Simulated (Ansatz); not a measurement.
## Na: the spin part of the Knight shift

Wanted: spin susceptibility and spin part of the Knight shift of Na, from the response to a Zeeman field.

Calculated with Ansatz 0.2.0; DFT, PBE, plane-wave PAW, default files (PAW set soft_2), collinear spin, scalar-relativistic.

The database entry behind the starting cell differs from later determinations by our own check (0.1 to 0.3 % short, probably kX units), so it need not match the best structure at ambient conditions.

## (1) Set-up

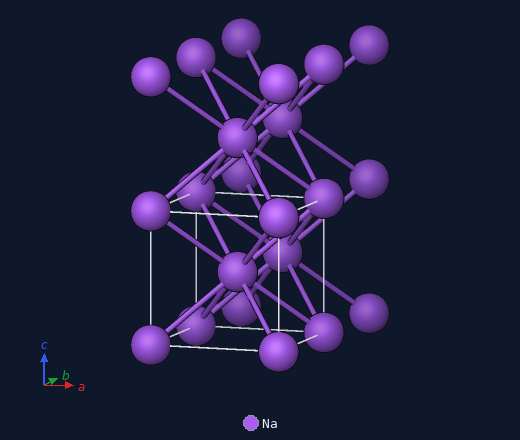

The starting structure, seen from a free direction (sodium purple). 1×2×2 cells are drawn. This picture shows the conventional cell, with its axes. Some periodic images of atoms are drawn too.

The cell is an entry of the Crystallography Open Database; it need not be the form that is stable at ambient conditions.

## (2) Applying a field to the spins

A field acting on the spins alone polarises the electrons at the Fermi level, and through exchange the cores. The spin density that this leaves at a nucleus gives the contact field (2μ₀/3) μB ρ_s, and its ratio to B is the isotropic contact shift K; the spin-dipolar anisotropy is not included. The field, 300 T, is far above laboratory fields so that the moment stands clear of numerical noise; it splits the spins by 35 meV, against a smearing of 70 meV. The net moment comes from states near the Fermi level, so the mesh must be dense.

Contents of input.yaml:

```yaml
crystal:
  lattice:
    - [-2.141, 2.141, 2.141]
    - [2.141, -2.141, 2.141]
    - [2.141, 2.141, -2.141]
  atoms:
    - { symbol: Na, position: [0.0, 0.0, 0.0] }
kpoints:
  mp_grid: { grid: [21, 21, 21] }
scf:
  lower_state_search: "off"
  occupations: { method: fermi_dirac, width: 0.07 }
  convergence: { dr2_threshold: 1.0e-10 }
hamiltonian:
  xc: pbe
output:
  efg: { contact_densities: true, quadrupole_moments_barn: { Na: 0.104 } }
  forces: true
  dos: { de: 0.02 }
  write_density: true
  write_potential: true
  elf: true
  volumetric_format: npy
magnetization:
  spin_polarized: true
  magnetic_field: 300
```

Started as:

```bash
$ ansatz run input.yaml --threads 2 --pin off --max-ram 4096MiB --backend cpu --events-out ev --progress --plain --runs-dir out
```

Numbers of over 12 decimals in the logs are rounded to 6 here.

Output:

```text
[a pick of lines, long numbers rounded; other set-up, energy and force rows are left out]
Functional definition: PBE
Basis set: ecut = 420 eV, 767 PW (Γ), exchange–correlation on 50×50×50 points (8 copies of the dense FFT grid, shifted against one another)
Symmetry: 48 space group operations
k-points: 286 of 9261
SCF iter   1: F=—  HF=-1485.914062 eV  |F-HF|=—  |Δ(HF+E_count)|=         —  Δρ=9.61e-3 (↑9.61e-3 ↓9.24e-3)  dr2=1.31e-2  dr2_m=3.04e-2  M=0.705 μB ∫|m|=0.705 μB  ethr=1.28e-4  ⟨swp⟩=1.0  Hψ=40959  notcnv=0
SCF iter   2: F=—  HF=-1486.303535 eV  |F-HF|=—  |Δ(HF+E_count)|=         —  Δρ=5.97e-3 (↑5.97e-3 ↓5.97e-3)  dr2=1.06e-2  dr2_m=1.15e-2  M=0.271 μB ∫|m|=0.271 μB  β_m=0.30  ethr=1.28e-4  ⟨swp⟩=3.1  Hψ=10362  notcnv=0  defer=1
preconditioner: auto → Kerker (q_TF=auto, 2.134 Å⁻¹)  [metal: Δε(μ)=0.015 eV  Ē_g=7.644 eV  σ=0.070 eV  W_gap=0.05  n_scr=12 (ndim 8)  ℏωp=5.9 eV  f_vac=0.000  D(μ)=0.52/eV (n_scr^D=0)]
SCF iter   3: F=—  HF=-1486.329586 eV  |F-HF|=—  |Δ(HF+E_count)|=   2.61e-2  Δρ=4.64e-3 (↑4.52e-3 ↓4.64e-3)  dr2=7.32e-3  dr2_m=6.73e-3  M=0.237 μB ∫|m|=0.237 μB  β_m=0.30  ethr=1.18e-4  ⟨swp⟩=1.9  Hψ=6885  notcnv=0  defer=1
SCF iter   4: F=—  HF=-1486.363048 eV  |F-HF|=—  |Δ(HF+E_count)|=   3.35e-2  Δρ=3.87e-3 (↑3.59e-3 ↓3.87e-3)  dr2=6.00e-4  dr2_m=4.74e-3  M=0.188 μB ∫|m|=0.188 μB  β_m=0.30  ethr=8.13e-5  ⟨swp⟩=2.6  Hψ=9771  notcnv=0  defer=3
SCF iter   5: F=—  HF=-1486.381450 eV  |F-HF|=—  |Δ(HF+E_count)|=   1.84e-2  Δρ=3.01e-3 (↑2.94e-3 ↓3.01e-3)  dr2=7.56e-5  dr2_m=3.16e-3  M=0.156 μB ∫|m|=0.156 μB  β_m=0.30  ethr=6.67e-6  ⟨swp⟩=2.0  Hψ=8899  notcnv=0  defer=4
SCF iter   6: F=—  HF=-1486.393558 eV  |F-HF|=—  |Δ(HF+E_count)|=   1.21e-2  Δρ=2.42e-3 (↑2.42e-3 ↓2.41e-3)  dr2=9.84e-6  dr2_m=2.09e-3  M=0.130 μB ∫|m|=0.130 μB  β_m=0.30  ethr=8.40e-7  ⟨swp⟩=2.5  Hψ=9172  notcnv=0  defer=5
SCF iter   7: F=—  HF=-1486.401517 eV  |F-HF|=—  |Δ(HF+E_count)|=   7.96e-3  Δρ=1.96e-3 (↑1.96e-3 ↓1.96e-3)  dr2=2.69e-7  dr2_m=1.38e-3  M=0.109 μB ∫|m|=0.109 μB  β_m=0.30  ethr=1.09e-7  ⟨swp⟩=2.2  Hψ=9267  notcnv=0  defer=6
SCF iter   8: F=—  HF=-1486.416739 eV  |F-HF|=—  |Δ(HF+E_count)|=         —  Δρ=1.19e-4 (↑1.18e-4 ↓1.19e-4)  dr2=6.54e-7  dr2_m=4.85e-6  M=0.009 μB ∫|m|=0.009 μB  β_m=1.00  ethr=2.99e-9  ⟨swp⟩=9.8  Hψ=49694  notcnv=0  defer=34
SCF iter   9: F=—  HF=-1486.416781 eV  |F-HF|=—  |Δ(HF+E_count)|=   4.22e-5  Δρ=4.95e-5 (↑4.95e-5 ↓4.71e-5)  dr2=5.19e-7  dr2_m=6.81e-7  M=0.012 μB ∫|m|=0.012 μB  β_m=1.00  ethr=2.99e-9  ⟨swp⟩=2.1  Hψ=12471  notcnv=0  defer=32
SCF iter  10: F=—  HF=-1486.416790 eV  |F-HF|=—  |Δ(HF+E_count)|=   8.77e-6  Δρ=2.15e-5 (↑2.09e-5 ↓2.15e-5)  dr2=1.09e-7  dr2_m=1.17e-7  M=0.014 μB ∫|m|=0.014 μB  β_m=0.30  ethr=2.99e-9  ⟨swp⟩=2.0  Hψ=7792  notcnv=0  defer=32
SCF iter  11: F=—  HF=-1486.416790 eV  |F-HF|=—  |Δ(HF+E_count)|=   6.39e-7  Δρ=1.62e-5 (↑1.62e-5 ↓1.56e-5)  dr2=3.41e-8  dr2_m=8.07e-8  M=0.014 μB ∫|m|=0.014 μB  β_m=0.54  ethr=1.21e-9  ⟨swp⟩=2.0  Hψ=7693  notcnv=0  defer=32
SCF iter  12: F=—  HF=-1486.416792 eV  |F-HF|=—  |Δ(HF+E_count)|=   1.10e-6  Δρ=8.61e-6 (↑8.61e-6 ↓7.01e-6)  dr2=7.12e-9  dr2_m=1.90e-8  M=0.014 μB ∫|m|=0.014 μB  β_m=0.77  ethr=3.79e-10  ⟨swp⟩=2.0  Hψ=7772  notcnv=0  defer=32
SCF iter  13: F=—  HF=-1486.416792 eV  |F-HF|=—  |Δ(HF+E_count)|=   2.49e-7  Δρ=1.53e-6 (↑1.53e-6 ↓1.44e-6)  dr2=3.22e-10  dr2_m=7.29e-10  M=0.014 μB ∫|m|=0.014 μB  β_m=0.89  ethr=7.91e-11  ⟨swp⟩=2.1  Hψ=7312  notcnv=0  defer=32
SCF iter  14: F=-1486.416792 eV  HF=-1486.416792 eV  |F-HF|=8.23e-11  |Δ(HF+E_count)|=   1.10e-8  Δρ=2.09e-7 (↑2.09e-7 ↓1.56e-7)  dr2=2.09e-11  dr2_m=9.44e-12  M=0.015 μB ∫|m|=0.015 μB  β_m=0.94  ethr=1.11e-12  ⟨swp⟩=5.5  Hψ=17258  notcnv=0
SCF iter  15: F=-1486.416792 eV  HF=-1486.416792 eV  |F-HF|=9.09e-13  |Δ(HF+E_count)|=  1.46e-10  Δρ=3.04e-8 (↑2.77e-8 ↓3.04e-8)  dr2=1.99e-12  dr2_m=7.83e-14  M=0.015 μB ∫|m|=0.015 μB  β_m=0.97  ethr=1.00e-12  ⟨swp⟩=3.1  Hψ=17786  notcnv=0
SCF iter  16: F=-1486.416792 eV  HF=-1486.416792 eV  |F-HF|=6.82e-13  |Δ(HF+E_count)|=  6.82e-13  Δρ=1.15e-8 (↑8.82e-9 ↓1.15e-8)  dr2=8.89e-14  dr2_m=2.25e-14  M=0.015 μB ∫|m|=0.015 μB  ethr=1.00e-12  ⟨swp⟩=2.4  Hψ=15280  notcnv=0
SCF converged after 16 iterations
Magnetization: 0.0145 μB (4.5073 up, 4.4927 down)
Absolute magnetization: 0.0145 μB (∫|ρ↑−ρ↓|, with the PAW one-centre terms)
Per-site moments (μB) at R_I (Å): [(0.00648919, 1.529682)]
Free energy (F): -1486.416792 eV
Fermi energy:    1.506155 eV
--- Forces (eV/Å), atoms counted from 1 ---
--- PAW observables at the nuclei: V_zz in 10²¹ V/m², potentials from the cell's mean, atoms counted from 1 ---
  atom   1  Na V_zz =    +0.000000   η = 0.0000   by run symmetry: forbidden   C_q = +0.0000 MHz
            electrostatic potential = -971.231279 V   contact ρ = 5906.678492 e/Å³   contact ρ_s (e/Å³): all electrons +0.042704, valence +0.040492
--- Band table (eV; the first three rows and the last of 572) ---
  k-point 0 ↑: bands = ["-51.5573", "-23.4634", "-23.4634", "-23.4634", "-1.6826", "12.8390", "12.8390", "12.8390", "13.8060"]
  k-point 1 ↑: bands = ["-51.5572", "-23.4641", "-23.4637", "-23.4634", "-1.6443", "12.2401", "12.5437", "12.6503", "13.3717"]
  k-point 2 ↑: bands = ["-51.5571", "-23.4660", "-23.4643", "-23.4634", "-1.5294", "11.0690", "12.0058", "12.2616", "12.7963"]
  k-point 285 ↓: bands = ["-51.5187", "-23.4486", "-23.4485", "-23.4485", "5.4744", "5.9796", "6.2484", "6.2484", "6.6714"]
```

The job ended after 24 s (2 threads of Arm Neoverse N1, shared host; peak memory 0.44 GiB; 41 s of CPU time).

The moment is 0.0145 μB a cell, a spin susceptibility of 27.1 × 10⁻⁶ emu per mole of atoms. With 7.769 T for 1 e/Å³:

| site | nucleus | contact shift (ppm) | from valence states | rest (mostly cores) |
| --- | --- | --- | --- | --- |
| Na | 23Na | 1110 | 1050 | 57 |

The split depends on the files: semicore shells that they treat as valence count in the first part.

## (3) Is the response linear?

The shift is a ratio that holds only while the moment grows in step with the field, so the field is doubled.

Changes to input.yaml since step 2:

```diff
@@ -18,9 +18,4 @@
   forces: true
-  dos: { de: 0.02 }
-  write_density: true
-  write_potential: true
-  elf: true
-  volumetric_format: npy
 magnetization:
   spin_polarized: true
-  magnetic_field: 300
+  magnetic_field: 600
```

Output:

```text
[a pick of lines, long numbers rounded; other set-up, energy and force rows are left out]
[...]
Basis set: ecut = 420 eV, 767 PW (Γ), exchange–correlation on 50×50×50 points (8 copies of the dense FFT grid, shifted against one another)
Symmetry: 48 space group operations
k-points: 286 of 9261
[...]
SCF converged after 16 iterations
Magnetization: 0.0290 μB (4.5145 up, 4.4855 down)
Absolute magnetization: 0.0290 μB (∫|ρ↑−ρ↓|)
Per-site moments (μB) at R_I (Å): [(0.012935, 1.529682)]
Free energy (F): -1486.417170 eV
Fermi energy:    1.506254 eV
--- Forces (eV/Å), atoms counted from 1 ---
[...]
atom   1  Na V_zz =    -0.000000   η = 0.0000   by run symmetry: forbidden   C_q = -0.0000 MHz
[...]
```

Wall time 20 s (2 threads); peak memory 0.43 GiB; 36 s of CPU time.

The moment goes from 0.0145 to 0.0290 μB, a factor of 1.99, and the shift of Na from 1110 to 1100 ppm. The response is linear on all sites, to 3 % of the larger of shift and valence part or 3 ppm; the largest move is -4 ppm, on Na.

## (4) How settled the numbers are

Each row names what differs in the settings from the first run, the PAW files staying the same unless named (PBE, default files (PAW set soft_2), mesh 21×21×21, fermi dirac smearing of 0.07 eV, cutoff 420 eV, 300 T). Shifts in ppm; times on 2 threads of Arm Neoverse N1, shared host.

| run | time | χ_s (10⁻⁶ emu/mol) | Na |
| --- | --- | --- | --- |
| first run | 24 s | 27.1 | 1110 |
| 50 T | 19 s | 27.1 | 1110 |
| PBEsol | 20 s | 27.8 | 1170 |
| mesh 15×15×15 | 8.5 s | 31.9 | 1300 |
| fermi dirac 0.15 eV | 19 s | 25.5 | 1030 |

## (5) Summary of results

```
23Na contact shift  : 1110 ppm
spin susceptibility : 27.1 × 10⁻⁶ emu per mole of atoms
```

What this shows: The spin part of the Knight shift is 1110 ppm on Na in the first run. Widening the smearing to 0.15 eV changes the shift of Na by -7 %. No row of the table has a finer mesh on this cell, so the value may still hold a sampling error; the coarser mesh 15×15×15 differs by +17 % on Na. Another functional changes the shift of Na by +6 % (PBEsol). Over the rows of this table on the first cell the shift spans 1030 to 1300 ppm on Na. 2 further runs of this session (failed, refused or on trial settings) are not shown. The orbital shift is left out.

[Logs are printed without paths, hosts, clocks, repeated set-up lines and the standing remarks that a program may print on its own settings, such as how far it seeks lower states.]

[Hosts, paths, dates, database ids (printed as entryN), source tags and the programs' standing remarks are cut or masked in the printed files.]
